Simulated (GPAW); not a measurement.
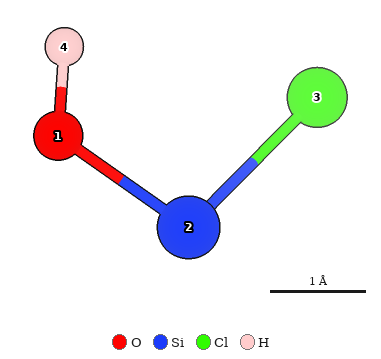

**Figure 1.** The structure (ball-and-stick view, seen at a tilt; atoms are numbered from 1 in the order of the input). Bond lengths as drawn: Cl–Si 2.15 Å, H–O 0.99 Å and O–Si 1.69 Å.

## Frequency calculation of SiHClO

SiHClO, computed with BP86/dzp, dispersion D3(BJ), scalar-relativistic datasets (GPAW 26.7.0).

The geometry was optimised with BP86/lcao.

### Input file (calc.py)
```python
from ase.calculators.mixing import SumCalculator
from ase.io import read
from ase.thermochemistry import IdealGasThermo
from ase.vibrations import Vibrations
from dftd3.ase import DFTD3
from gpaw import GPAW, setup_paths
from gpaw.atom.configurations import parameters
from gpaw.atom.generator import Generator

system = read('relaxed.xyz')

for symbol in ['Cl', 'H', 'O', 'Si']:
    Generator(symbol, xcname='GGA_X_B88+GGA_C_P86', scalarrel=True, nofiles=True, txt=None).run(**parameters[symbol])
setup_paths.insert(0, '.')

calculator = GPAW(mode='lcao',
                  xc='GGA_X_B88+GGA_C_P86',
                  basis='dzp',
                  poissonsolver={'name': 'MomentCorrectionPoissonSolver', 'poissonsolver': 'fast', 'moment_corrections': 4},
                  symmetry='off',
                  maxiter=100,
                  h=0.16,
                  convergence={'density': 1e-05},
                  txt='clhosi.txt')
system.calc = SumCalculator([DFTD3(method='BP86', damping='d3bj'), calculator])

energy = system.get_potential_energy()
vib = Vibrations(system, delta=0.02)
vib.run()
vib.summary()
freqs = vib.get_frequencies()
zpe = vib.get_zero_point_energy()

thermo = IdealGasThermo(vib_energies=vib.get_energies(), potentialenergy=energy, atoms=system, geometry='nonlinear',
                        symmetrynumber=1, spin=0.0, ignore_imag_modes=True)
H = thermo.get_enthalpy(298.15, verbose=False)
S = thermo.get_entropy(298.15, 1000.0, verbose=False)
G = thermo.get_gibbs_energy(temperature=298.15, pressure=1000.0)
```

### File relaxed.xyz
```
4
Lattice="12.0 0.0 0.0 0.0 12.0 0.0 0.0 0.0 12.0" Properties=species:S:1:pos:R:3:forces:R:3 energy=-17.461234077359205 pbc="F F F"
O        4.67591985       6.35586875       5.73758399       0.01504425      -0.00875351       0.03936956
Si       5.16308312       5.06768061       6.71367636      -0.02569399       0.00613066      -0.01999718
Cl       7.30312937       5.15398861       6.49888608       0.00167664       0.01147740      -0.01322915
H        5.39154517       6.88264354       5.30091474       0.01854179      -0.02770687      -0.00405306
```

Launch command:
```bash
python3 calc.py
```

### What the program printed
```
---------------------
  #    meV     cm^-1
---------------------
  0   12.7i    102.7i
  1    3.7i     29.8i
  2    2.2i     17.6i
  3    7.1      57.4
  4   10.5      85.0
  5   13.4     108.2
  6   29.9     241.1
  7   57.9     467.1
  8   62.9     507.1
  9   93.2     751.9
 10  104.2     840.4
 11  446.0    3597.3
---------------------
Zero-point energy: 0.413 eV
Enthalpy components at T = 298.15 K:
===============================
Enthalpy components at T = 298.15 K:
===============================
E_pot                -17.461 eV
E_ZPE                  0.397 eV
Cv_trans (0->T)        0.039 eV
Cv_rot (0->T)          0.039 eV
Cv_vib (0->T)          0.031 eV
-------------------------------
U                    -16.956 eV
===============================
(C_v -> C_p)           0.026 eV
-------------------------------
H                    -16.931 eV
===============================

Entropy components at T = 298.15 K and P = 1000.0 Pa:
=================================================
{"":15s}{"S":13s}     {"T*S:13s}
S_trans (1 bar)    0.0016955 eV/K        0.506 eV
S_rot              0.0010594 eV/K        0.316 eV
S_elec             0.0000000 eV/K        0.000 eV
S_vib              0.0001565 eV/K        0.047 eV
S (1 bar -> P)     0.0003968 eV/K        0.118 eV
-------------------------------------------------
S                  0.0033082 eV/K        0.986 eV
=================================================

Free energy components at T = 298.15 K and P = 1000.0 Pa:
=======================
    H        -16.931 eV
 -T*S         -0.986 eV
-----------------------
    G        -17.917 eV
=======================
```

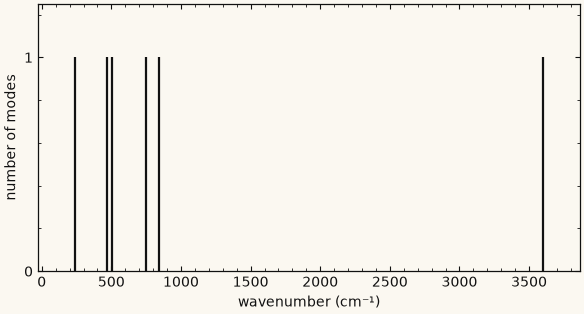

**Figure 2.** Harmonic vibrational wavenumbers from the force constants; neighbouring modes closer than 15 cm⁻¹ are counted in one stick. 6 modes from 241 to 3597 cm⁻¹, none imaginary.

### Key numbers

| quantity | value |
| --- | --- |
| outcome | converged |
| energy relative to the program's reference atoms | −17.4612 eV |
| basis functions | 44 |
| zero-point energy | 0.014591 hartree |
| wavenumbers, lowest and highest | 241 and 3597 cm⁻¹ |
| hardware | 1 thread of Intel Xeon @ 2.50GHz (Skylake/Cascade Lake), 12 GiB of memory available, shared host |
| wall time | 9.3 min |
| peak memory | 1.5 GiB |

### Remarks

Further notes kept with the run: datasets made with stock radii, not tested.
